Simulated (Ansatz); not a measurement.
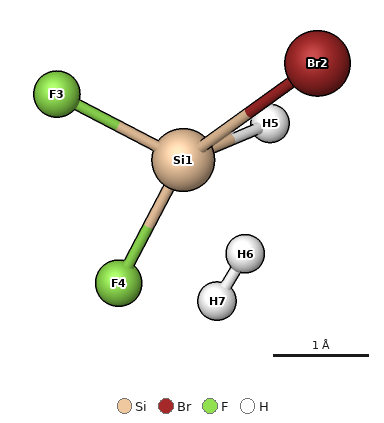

*The input geometry (ball-and-stick view, seen at a tilt; atoms are numbered from 1 in the order of the input).*

Bond lengths as drawn: Br–Si 2.43 Å, F–Si 1.57 to 1.63 Å, H–H 0.63 Å and H–Si 1.45 Å.

**Geometry relaxation of SiH₃BrF₂ (part 1 of 2)**

The run: geometry relaxation of SiH₃BrF₂. Method and program: RKS PBE0-D4/def2-TZVP (Ansatz 0.2.0).

The geometry is a transition state displaced along its imaginary mode. The reaction was set up to form Si1–H7 and Br2–H6 and to break Si1–Br2 and H6–H7 (atoms counted from 1 in the order of the input); sticks are drawn by distance alone. Figures and captions count atoms from 1; the log counts them from 0 in places.

### The input
```yaml
crystal:
  periodic: [false, false, false]
  atoms:
    - {symbol: Si, position_ang: [-0.418847, -0.000280, 0.288445]}
    - {symbol: Br, position_ang: [0.732705, -1.981124, -0.512086]}
    - {symbol: F, position_ang: [-1.635316, -0.119814, -0.702520]}
    - {symbol: F, position_ang: [-0.512358, 1.609958, 0.553051]}
    - {symbol: H, position_ang: [-0.304692, -0.438309, 1.663784]}
    - {symbol: H, position_ang: [1.094530, 0.152133, -0.672199]}
    - {symbol: H, position_ang: [1.043878, 0.777435, -0.618375]}
basis:
  gaussian: {orbitals: def2-TZVP}
hamiltonian: {xc: pbe0, dispersion: d4}
relax: {f_tol: 0.005, max_steps: 200}
```

Hardware: 4 threads of Arm Neoverse V1, 23 GiB of memory available, shared host.

Run as:
```bash
ansatz run in.yaml --threads 4 --pin off --events-out ev --progress --plain --max-ram 9574MiB
```

### Log
```
Functional definition: PBE0
  name "PBE0"
  cite "Adamo & Barone, J. Chem. Phys. 110, 6158 (1999) doi:10.1063/1.478522"
  cite "Perdew, Burke & Ernzerhof, Phys. Rev. Lett. 77, 3865 (1996) doi:10.1103/PhysRevLett.77.3865"
  parent pbe
  parameter a = 0.25
  parameter kappa = 0.804
  parameter beta = 0.06672455060314922
  exchange = (1 - a)*pbe_x(kappa = kappa, mu = beta*pi^2/3) + a*exact_x
  correlation = pbe_c(beta = beta)
1125 factors; their error is unknown
mean field evaluation 1: about -83391.6498 eV, gradient 4.3e1 eV
mean field evaluation 2: about -83388.2832 eV, gradient 6.6e1 eV
mean field evaluation 4: about -83394.0931 eV, gradient 1.2e0 eV
mean field evaluation 8: about -83394.0970 eV, gradient 2.0e-2 eV
mean field evaluation 16: about -83394.5831 eV, gradient 1.1e-4 eV
mean field -83394.58309506 eV, -3064.6944018646 hartree, gradient 1.5e-5 eV, S^2 0.000000; 0 other end points of the search recorded, 0 dependent functions left out
the calculation of the forces begins
reference -83394.58312025 eV, -3064.6944027904 hartree; 35, 35 occupied and 130, 130 virtual orbitals, 1125 factors
relax step   1: F+E_penalty+E_count = -83394.70108832 eV  Δ(F+E_penalty+E_count) = +0.000e0 eV  max|allowed force component| = 7.699e0 eV/Å  Δτ_max = 0.0000 Å  (27 SCF iters, accepted)
these checks for a lower state are left out or cut short: starts, cluster_reference, orbital_swaps, neighbouring_geometries, increment
1125 factors; their error is unknown
mean field -83395.30552998 eV, -3064.7209508584 hartree, gradient 1.2e-5 eV, S^2 0.000000; 0 other end points of the search recorded, 0 dependent functions left out
[... from here on the field's lines of each further geometry are left out, up to the last ...]
relax step   2: F+E_penalty+E_count = -83395.42371119 eV  Δ(F+E_penalty+E_count) = -7.226e-1 eV  max|allowed force component| = 9.217e-1 eV/Å  Δτ_max = 0.1948 Å  (36 SCF iters, accepted)
relax step   3: F+E_penalty+E_count = -83395.73221123 eV  Δ(F+E_penalty+E_count) = -3.085e-1 eV  max|allowed force component| = 1.193e0 eV/Å  Δτ_max = 0.1950 Å  (29 SCF iters, accepted)
relax step   4: F+E_penalty+E_count = -83396.11395736 eV  Δ(F+E_penalty+E_count) = -3.817e-1 eV  max|allowed force component| = 1.048e0 eV/Å  Δτ_max = 0.1976 Å  (35 SCF iters, accepted)
relax step   5: F+E_penalty+E_count = -83396.42575739 eV  Δ(F+E_penalty+E_count) = -3.118e-1 eV  max|allowed force component| = 1.391e0 eV/Å  Δτ_max = 0.1937 Å  (28 SCF iters, accepted)
relax step   6: F+E_penalty+E_count = -83396.67620770 eV  Δ(F+E_penalty+E_count) = -2.505e-1 eV  max|allowed force component| = 2.187e0 eV/Å  Δτ_max = 0.1948 Å  (30 SCF iters, accepted)
relax step   7: F+E_penalty+E_count = -83396.82518817 eV  Δ(F+E_penalty+E_count) = -1.490e-1 eV  max|allowed force component| = 1.734e0 eV/Å  Δτ_max = 0.2000 Å  (30 SCF iters, accepted)
relax step   8: F+E_penalty+E_count = -83396.94551556 eV  Δ(F+E_penalty+E_count) = -1.203e-1 eV  max|allowed force component| = 1.776e-1 eV/Å  Δτ_max = 0.2000 Å  (30 SCF iters, accepted)
relax step   9: F+E_penalty+E_count = -83396.95821338 eV  Δ(F+E_penalty+E_count) = -1.270e-2 eV  max|allowed force component| = 1.519e-1 eV/Å  Δτ_max = 0.1026 Å  (30 SCF iters, accepted)
relax step  10: F+E_penalty+E_count = -83396.96909765 eV  Δ(F+E_penalty+E_count) = -1.088e-2 eV  max|allowed force component| = 4.817e-1 eV/Å  Δτ_max = 0.1965 Å  (29 SCF iters, accepted)
relax step  11: F+E_penalty+E_count = -83396.97864937 eV  Δ(F+E_penalty+E_count) = -9.552e-3 eV  max|allowed force component| = 1.164e-1 eV/Å  Δτ_max = 0.1093 Å  (30 SCF iters, accepted)
relax step  12: F+E_penalty+E_count = -83396.98096537 eV  Δ(F+E_penalty+E_count) = -2.316e-3 eV  max|allowed force component| = 1.150e-1 eV/Å  Δτ_max = 0.0618 Å  (30 SCF iters, accepted)
relax step  13: F+E_penalty+E_count = -83396.98187314 eV  Δ(F+E_penalty+E_count) = -9.078e-4 eV  max|allowed force component| = 5.481e-2 eV/Å  Δτ_max = 0.0553 Å  (30 SCF iters, accepted)
relax step  14: F+E_penalty+E_count = -83396.98216883 eV  Δ(F+E_penalty+E_count) = -2.957e-4 eV  max|allowed force component| = 3.204e-2 eV/Å  Δτ_max = 0.0234 Å  (30 SCF iters, accepted)
relax step  15: F+E_penalty+E_count = -83396.98241161 eV  Δ(F+E_penalty+E_count) = -2.428e-4 eV  max|allowed force component| = 1.699e-2 eV/Å  Δτ_max = 0.0287 Å  (29 SCF iters, accepted)
relax step  16: F+E_penalty+E_count = -83396.98270385 eV  Δ(F+E_penalty+E_count) = -2.922e-4 eV  max|allowed force component| = 6.707e-2 eV/Å  Δτ_max = 0.0636 Å  (30 SCF iters, accepted)
relax step  17: F+E_penalty+E_count = -83396.98301328 eV  Δ(F+E_penalty+E_count) = -3.094e-4 eV  max|allowed force component| = 6.909e-2 eV/Å  Δτ_max = 0.0290 Å  (30 SCF iters, accepted)
relax step  18: F+E_penalty+E_count = -83396.98369139 eV  Δ(F+E_penalty+E_count) = -6.781e-4 eV  max|allowed force component| = 1.464e-1 eV/Å  Δτ_max = 0.1168 Å  (29 SCF iters, accepted)
relax step  19: F+E_penalty+E_count = -83396.98422438 eV  Δ(F+E_penalty+E_count) = -5.330e-4 eV  max|allowed force component| = 1.191e-1 eV/Å  Δτ_max = 0.0223 Å  (30 SCF iters, accepted)
relax step  20: F+E_penalty+E_count = -83396.98485178 eV  Δ(F+E_penalty+E_count) = -6.274e-4 eV  max|allowed force component| = 1.146e-1 eV/Å  Δτ_max = 0.0472 Å  (30 SCF iters, accepted)
relax step  21: F+E_penalty+E_count = -83396.98538489 eV  Δ(F+E_penalty+E_count) = -5.331e-4 eV  max|allowed force component| = 1.571e-1 eV/Å  Δτ_max = 0.0572 Å  (29 SCF iters, accepted)
relax step  22: F+E_penalty+E_count = -83396.98591981 eV  Δ(F+E_penalty+E_count) = -5.349e-4 eV  max|allowed force component| = 1.070e-1 eV/Å  Δτ_max = 0.0224 Å  (31 SCF iters, accepted)
relax step  23: F+E_penalty+E_count = -83396.98659974 eV  Δ(F+E_penalty+E_count) = -6.799e-4 eV  max|allowed force component| = 4.223e-2 eV/Å  Δτ_max = 0.0552 Å  (29 SCF iters, accepted)
relax step  24: F+E_penalty+E_count = -83396.98702883 eV  Δ(F+E_penalty+E_count) = -4.291e-4 eV  max|allowed force component| = 6.489e-2 eV/Å  Δτ_max = 0.0829 Å  (30 SCF iters, accepted)
relax step  25: F+E_penalty+E_count = -83396.98726750 eV  Δ(F+E_penalty+E_count) = -2.387e-4 eV  max|allowed force component| = 5.798e-2 eV/Å  Δτ_max = 0.0237 Å  (31 SCF iters, accepted)
relax step  26: F+E_penalty+E_count = -83396.98743630 eV  Δ(F+E_penalty+E_count) = -1.688e-4 eV  max|allowed force component| = 5.711e-2 eV/Å  Δτ_max = 0.0335 Å  (31 SCF iters, accepted)
relax step  27: F+E_penalty+E_count = -83396.98756752 eV  Δ(F+E_penalty+E_count) = -1.312e-4 eV  max|allowed force component| = 6.857e-2 eV/Å  Δτ_max = 0.0261 Å  (31 SCF iters, accepted)
relax step  28: F+E_penalty+E_count = -83396.98784960 eV  Δ(F+E_penalty+E_count) = -2.821e-4 eV  max|allowed force component| = 2.398e-3 eV/Å  Δτ_max = 0.0267 Å  (31 SCF iters, accepted)
relax step  29: F+E_penalty+E_count = -83396.98787937 eV  Δ(F+E_penalty+E_count) = -2.977e-5 eV  max|allowed force component| = 7.818e-2 eV/Å  Δτ_max = 0.0404 Å  (30 SCF iters, accepted)
relax step  30: F+E_penalty+E_count = -83396.98803307 eV  Δ(F+E_penalty+E_count) = -1.537e-4 eV  max|allowed force component| = 1.785e-2 eV/Å  Δτ_max = 0.0038 Å  (32 SCF iters, accepted)
relax step  31: F+E_penalty+E_count = -83396.98811874 eV  Δ(F+E_penalty+E_count) = -8.567e-5 eV  max|allowed force component| = 1.555e-3 eV/Å  Δτ_max = 0.0200 Å  (31 SCF iters, accepted)
relax step  32: F+E_penalty+E_count = -83396.90297218 eV  Δ(F+E_penalty+E_count) = +8.515e-2 eV  max|allowed force component| = 1.741e0 eV/Å  Δτ_max = 0.1954 Å  (30 SCF iters, rejected (line search))
relax step  33: F+E_penalty+E_count = -83396.98813688 eV  Δ(F+E_penalty+E_count) = -1.814e-5 eV  max|allowed force component| = 2.087e-3 eV/Å  Δτ_max = 0.0056 Å  (32 SCF iters, accepted)
relax step  34: F+E_penalty+E_count = -83396.98307790 eV  Δ(F+E_penalty+E_count) = +5.059e-3 eV  max|allowed force component| = 4.875e-1 eV/Å  Δτ_max = 0.0972 Å  (30 SCF iters, rejected (line search))
relax step  35: F+E_penalty+E_count = -83396.98807129 eV  Δ(F+E_penalty+E_count) = +6.559e-5 eV  max|allowed force component| = 9.085e-2 eV/Å  Δτ_max = 0.0467 Å  (30 SCF iters, rejected (line search))
relax step  36: F+E_penalty+E_count = -83396.98819379 eV  Δ(F+E_penalty+E_count) = -5.691e-5 eV  max|allowed force component| = 1.858e-2 eV/Å  Δτ_max = 0.0223 Å  (31 SCF iters, accepted)
relax step  37: F+E_penalty+E_count = -83396.98815426 eV  Δ(F+E_penalty+E_count) = +3.953e-5 eV  max|allowed force component| = 7.212e-2 eV/Å  Δτ_max = 0.0301 Å  (31 SCF iters, rejected (line search))
relax step  38: F+E_penalty+E_count = -83396.98810269 eV  Δ(F+E_penalty+E_count) = +9.110e-5 eV  max|allowed force component| = 2.720e-2 eV/Å  Δτ_max = 0.0111 Å  (31 SCF iters, rejected (line search))
the calculation of the forces begins
reference -83396.87233788 eV, -3064.7785299869 hartree; 35, 35 occupied and 130, 130 virtual orbitals, 1125 factors
relax step  39: F+E_penalty+E_count = -83396.98821893 eV  Δ(F+E_penalty+E_count) = -2.514e-5 eV  max|allowed force component| = 1.571e-3 eV/Å  Δτ_max = 0.0055 Å  (32 SCF iters, accepted)
1125 factors; their error is unknown
mean field evaluation 288: about -83396.3853 eV, gradient 1.2e-4 eV
```

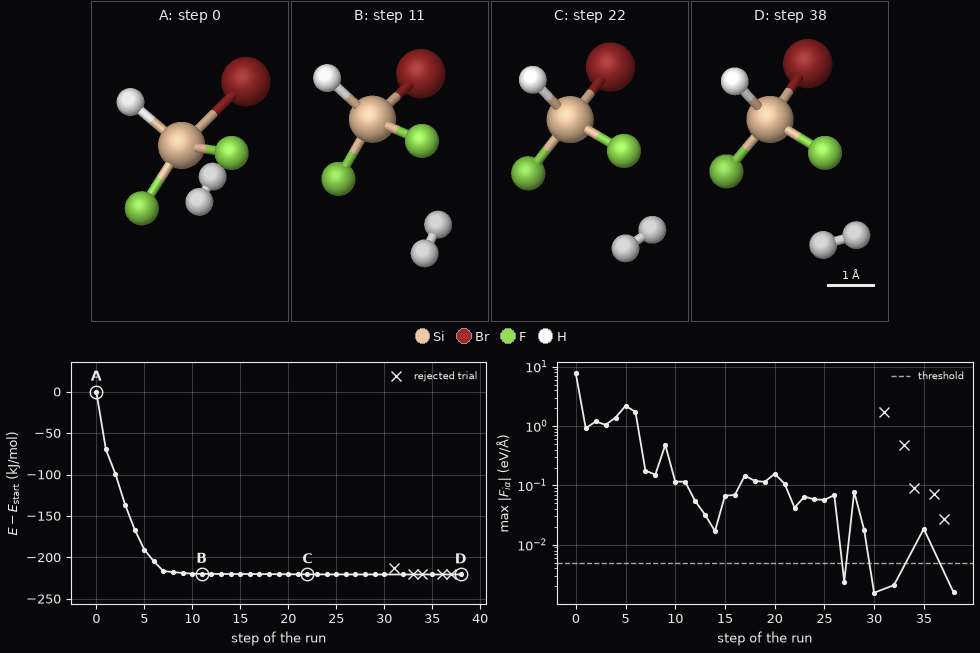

*Frames of the relaxation (ball-and-stick view, seen at a tilt) above the curves, on which the letters mark them (the first geometry is step 0 here and step 1 in the log).*

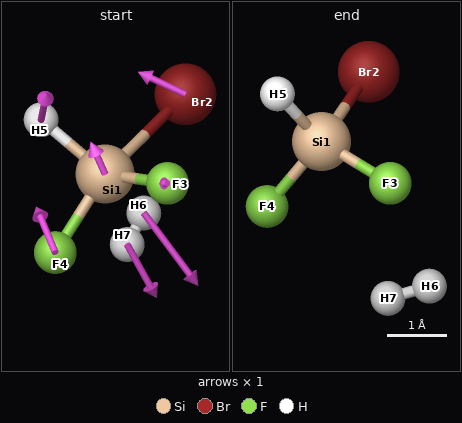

*Before (left) and after (right) the relaxation, at one scale (ball-and-stick view, seen at a tilt). The pink arrows give the displacements, at true length.*

The energy falls by 220.7 kJ/mol in 38 geometry steps. The largest force component goes from 7.7 to 0.0016 eV/Å. The line search rejected the trial steps at points 31, 33, 34, 36, 37 (counted from 0) and went back. The largest move after the best rigid fit is that of H6, 1.59 Å. Largest moves by element: H 1.59 Å, F 1.11 Å, Br 0.91 Å, Si 0.65 Å. Distances before and after: Si1–Br2 2.427 → 2.183 Å, H6–H7 0.630 → 0.746 Å, Si1–F4 1.635 → 1.578 Å, Si1–H5 1.448 → 1.466 Å. Among the angles that change: Br2–Si1–F4 152.2° → 109.2°, Br2–Si1–H5 91.7° → 111.6°, F3–Si1–H5 129.5° → 109.6°. (Atoms are counted from 1 in the order of the input.)

```
mean field -83396.87230893 eV, -3064.7785289229 hartree, gradient 2.6e-5 eV, S^2 0.000000; 1 other end points of the search recorded, 0 dependent functions left out
the calculation of the forces begins
reference -83396.87233788 eV, -3064.7785299869 hartree; 35, 35 occupied and 130, 130 virtual orbitals, 1125 factors
Total energy: -83396.98824788 eV, -3064.7827896007 hartree
Atom 0 at    -0.716276    -0.393531     0.699995 Å, force     0.000258     0.001260    -0.000994 eV/Å
Atom 1 at     0.662675    -2.048344     0.348069 Å, force    -0.000093    -0.000786     0.000957 eV/Å
Atom 2 at    -1.430673    -0.017172    -0.655308 Å, force    -0.000265    -0.000007    -0.000219 eV/Å
Atom 3 at     0.100441     0.869329     1.178413 Å, force    -0.000272     0.000151     0.000476 eV/Å
Atom 4 at    -1.723906    -0.736411     1.708446 Å, force     0.000554    -0.000676    -0.000167 eV/Å
Atom 5 at     1.492718     0.945588    -1.936728 Å, force    -0.001537    -0.000042    -0.001571 eV/Å
Atom 6 at     1.614921     1.380541    -1.342786 Å, force     0.001355     0.000101     0.001519 eV/Å
Dipole moment:    -0.109240    -0.134747     0.157936 e Å
```

### Trajectory as extended XYZ (Å, eV, eV/Å), 39 frames, from step=1 to step=39
```
7
Properties=species:S:1:pos:R:3:forces:R:3 step=1 energy=-83394.70109
Si   -0.4188   -0.0003    0.2884   -0.2447  -0.1711   0.0412
Br    0.7327   -1.9811   -0.5121   -0.5657   0.2312   0.3360
F    -1.6353   -0.1198   -0.7025   -0.1398  -0.1700   0.0609
F    -0.5124    1.6100    0.5531    0.5320  -0.9861  -0.3378
H    -0.3047   -0.4383    1.6638   -0.2773  -0.0912   0.3621
H     1.0945    0.1521   -0.6722    1.1104  -6.5113  -0.9688
H     1.0439    0.7774   -0.6184   -0.4150   7.6986   0.5064
7
Properties=species:S:1:pos:R:3:forces:R:3 step=2 energy=-83395.42371
Si   -0.4148   -0.0781    0.2905   -0.0903  -0.1948   0.1852
Br    0.6322   -2.0475   -0.4565   -0.2036   0.6065   0.1988
F    -1.6454   -0.1647   -0.6883   -0.2654  -0.0973   0.0735
F    -0.4012    1.5374    0.4939    0.0498  -0.5299   0.0577
H    -0.3636   -0.4668    1.6974   -0.3375  -0.0282   0.1426
H     1.1520    0.2474   -0.7186    0.6901  -0.6781  -0.5413
H     1.0407    0.9722   -0.6182    0.1569   0.9217  -0.1164
7
Properties=species:S:1:pos:R:3:forces:R:3 step=3 energy=-83395.73221
Si   -0.4552   -0.1380    0.3213   -0.4380   0.3587   0.6275
Br    0.6037   -1.9808   -0.4118    0.1713   0.0420  -0.0350
F    -1.7033   -0.1906   -0.6421   -0.2657  -0.0962   0.0815
F    -0.3663    1.4735    0.5045    0.2113  -0.6536  -0.0645
H    -0.4803   -0.4996    1.7464   -0.3688  -0.0240  -0.0310
H     1.2960    0.2943   -0.8415    0.0925   1.1928  -0.0721
H     1.1052    1.0412   -0.6767    0.5974  -0.8199  -0.5064
7
Properties=species:S:1:pos:R:3:forces:R:3 step=4 energy=-83396.11396
Si   -0.5379   -0.2063    0.3966   -0.2994   0.9180  -0.4033
Br    0.6078   -1.9581   -0.3813    0.0715   0.3457   0.0933
F    -1.7820   -0.2113   -0.5783   -0.1922  -0.2071   0.2292
F    -0.3122    1.3977    0.5087    0.2548  -1.0483  -0.0723
H    -0.6314   -0.5235    1.7901   -0.4377  -0.3003   0.6652
H     1.4267    0.3900   -0.9548    0.1239   0.8485  -0.0998
H     1.2290    1.1117   -0.7808    0.4792  -0.5566  -0.4122
7
Properties=species:S:1:pos:R:3:forces:R:3 step=5 energy=-83396.42576
Si   -0.6213   -0.2575    0.4341   -0.1966   1.1229   0.9287
Br    0.6318   -1.8892   -0.3593    0.0094   0.2171   0.0701
F    -1.8725   -0.2200   -0.5348   -0.0627  -0.2758   0.3375
F    -0.2542    1.3259    0.4916    0.0460  -1.3912  -0.0257
H    -0.7757   -0.5773    1.9077   -0.2957   0.0516  -0.8878
H     1.5437    0.4616   -1.0572    0.2753   0.1222  -0.2351
H     1.3481    1.1565   -0.8820    0.2243   0.1533  -0.1877
7
Properties=species:S:1:pos:R:3:forces:R:3 step=6 energy=-83396.67621
Si   -0.7101   -0.3196    0.5179    0.3745   2.1866  -1.0606
Br    0.6386   -1.8084   -0.3100    0.1049  -0.1691   0.0057
F    -1.9701   -0.2529   -0.4417    0.0241  -0.2642   0.4161
F    -0.1848    1.2307    0.4945   -0.3900  -1.6815   0.1586
H    -0.9287   -0.6074    1.8953   -0.4609  -0.2867   0.7801
H     1.6803    0.5398   -1.1718    0.3032  -0.2529  -0.2700
H     1.4747    1.2176   -0.9841    0.0442   0.4678  -0.0298
7
Properties=species:S:1:pos:R:3:forces:R:3 step=7 energy=-83396.82519
Si   -0.7515   -0.3299    0.5586    0.2322   1.7340  -0.5368
Br    0.6469   -1.7678   -0.2751    0.0987  -0.1521   0.0110
F    -2.0116   -0.2711   -0.3970    0.0143  -0.1998   0.2546
F    -0.2118    1.2005    0.5628   -0.2516  -1.3795   0.0506
H    -1.0501   -0.6636    1.9302   -0.2749  -0.1795   0.3840
H     1.7623    0.5608   -1.2639    0.1351  -0.0481  -0.1261
H     1.6157    1.2711   -1.1155    0.0463   0.2251  -0.0371
7
Properties=species:S:1:pos:R:3:forces:R:3 step=8 energy=-83396.94552
Si   -0.8059   -0.3367    0.5980    0.0179  -0.1776  -0.0052
Br    0.6260   -1.7766   -0.2048   -0.0232  -0.0936   0.0182
F    -2.0791   -0.3082   -0.3310   -0.0384   0.0273  -0.0218
F    -0.1593    1.0977    0.5776   -0.0290   0.1326   0.0614
H    -1.1968   -0.6941    1.9631   -0.0235   0.0279   0.0389
H     1.8549    0.6495   -1.3889    0.0509   0.0700  -0.0426
H     1.7601    1.3684   -1.2139    0.0453   0.0133  -0.0489
7
Properties=species:S:1:pos:R:3:forces:R:3 step=9 energy=-83396.95821
Si   -0.8013   -0.3560    0.6166    0.0637  -0.1111   0.0180
Br    0.6208   -1.8286   -0.1467   -0.0323  -0.0471   0.0301
F    -2.0266   -0.2661   -0.3682   -0.0952   0.0011  -0.0717
F    -0.1123    1.0586    0.6487    0.0130   0.1209   0.0561
H    -1.2693   -0.7063    1.9587   -0.0173  -0.0153   0.0402
H     1.8663    0.6894   -1.4088    0.0641  -0.1005  -0.0616
H     1.7224    1.4090   -1.3002    0.0039   0.1519  -0.0111
7
Properties=species:S:1:pos:R:3:forces:R:3 step=10 energy=-83396.96910
Si   -0.8099   -0.3779    0.6581   -0.1144   0.1748  -0.0303
Br    0.6193   -1.8745   -0.0399   -0.0269  -0.0015  -0.0094
F    -1.9587   -0.1970   -0.4193    0.2271  -0.0357   0.1830
F    -0.0718    1.0153    0.8098   -0.1466  -0.2193  -0.0047
H    -1.3999   -0.7752    1.9473    0.0367   0.0601  -0.1056
H     1.9245    0.7422   -1.4697   -0.1361   0.4817  -0.0325
H     1.6963    1.4672   -1.4862    0.1602  -0.4601  -0.0005
```
